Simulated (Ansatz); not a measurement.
# CH3BFNS: how energies converge with the basis set

How large a basis does CH3BFNS need? Two functionals are run in growing sets.

Program: Ansatz 0.2.0, Gaussian basis. Level of theory: one geometry, several basis sets. These are calculated values, not measurements.

The runs, in order: PBE0-D4/def2-SVP; ωB97M-V/def2-SVP; PBE0-D4/def2-QZVPP; ωB97M-V/def2-QZVPP; the functionals' def2-TZVPP values are taken from earlier runs.

## Step 1: The relaxed structure

An earlier PBE0-D4 in a triple-zeta def2 set relaxation fixed the geometry.

SMILES `B/N=C(/F)S`, 8 atoms, charge 0, spin multiplicity 1.

Atoms are counted from 1 here; the program's logs count them from 0.

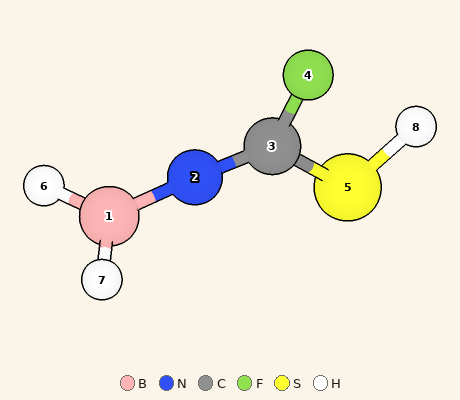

The geometry (boron pink, nitrogen blue, carbon grey, fluorine green, sulfur yellow, hydrogen white); atoms are numbered from 1 in the order of the file.

## Step 2: PBE0-D4 in def2-SVP

The input, in.yaml:

```yaml
crystal:
  periodic: [false, false, false]
  atoms:
    - {symbol: B, position_ang: [-0.068892, 1.790809, 0.172827]}
    - {symbol: N, position_ang: [-0.014641, 0.455504, -0.115695]}
    - {symbol: C, position_ang: [0.037744, -0.753808, -0.294086]}
    - {symbol: F, position_ang: [0.021161, -1.289371, -1.524208]}
    - {symbol: S, position_ang: [0.140314, -1.959781, 0.974353]}
    - {symbol: H, position_ang: [-1.137215, 2.306998, 0.328692]}
    - {symbol: H, position_ang: [0.953232, 2.407371, 0.256820]}
    - {symbol: H, position_ang: [0.160495, -3.014822, 0.145296]}
basis:
  gaussian: {orbitals: def2-SVP}
hamiltonian: {xc: pbe0, dispersion: d4}
output: {orbitals: {seedname: orbitals}}
```

The run is started by

```console
$ ansatz run in.yaml --threads 2 --pin off --events-out ev --progress --plain --max-ram 4352MiB
```

After this run come: ωB97M-V in def2-SVP; PBE0-D4 in def2-QZVPP; ωB97M-V in def2-QZVPP.

Q: Predict the results of all the runs planned. Wanted: PBE0-D4: double and triple zeta above quadruple; ωB97M-V: double and triple zeta above quadruple.

**Answer**, as computed:

```
                                       quantity           value
PBE0-D4: double and triple zeta above quadruple  11.33, 0.65 eV
ωB97M-V: double and triple zeta above quadruple  11.48, 0.61 eV
```

**Reading.** PBE0-D4 gains 10.69 eV from double to triple zeta, then 0.65 eV more. These are total energies; as a rule much of such shifts cancels in differences, which this series doesn't test. The LUMO of ωB97M-V is positive and keeps falling with the basis (1.64 to 1.03 eV): an unbound level that the basis holds in place.
